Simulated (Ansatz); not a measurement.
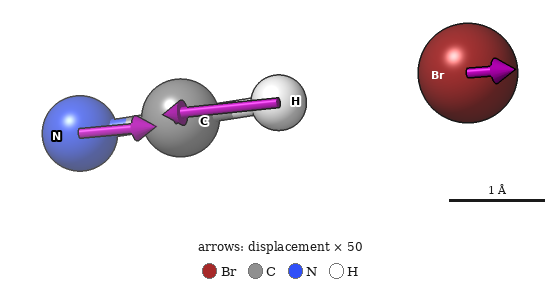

This is a relaxation of CHBrN (charge −1). The starting structure is drawn; purple arrows show the displacements, 50 times their true length. The two geometries are superimposed by the best rigid fit.

The picture is a ball-and-stick view, seen at a tilt.

Theory: RKS PBE0-D4/def2-TZVPD in Ansatz 0.2.0. Set-up: force threshold 0.005 eV/Å; at most 200 steps.

Describe the change and its energy.

Answer. After 5 geometry steps the energy has fallen by 0.69 kcal/mol. The largest force component goes from 1.8 to 0.00077 eV/Å. The largest move after the best rigid fit is that of the H atom, 0.027 Å. Largest moves by element: H 0.027 Å, N 0.018 Å, Br 0.011 Å, C 0.002 Å. Some distances before and after: Br–H 2.200 → 2.239 Å, C–H 1.139 → 1.114 Å, C–N 1.170 → 1.150 Å.

Limits of the set-up: the start holds two separate molecules, 2.2 Å apart at their closest, whose relative position is a soft coordinate.
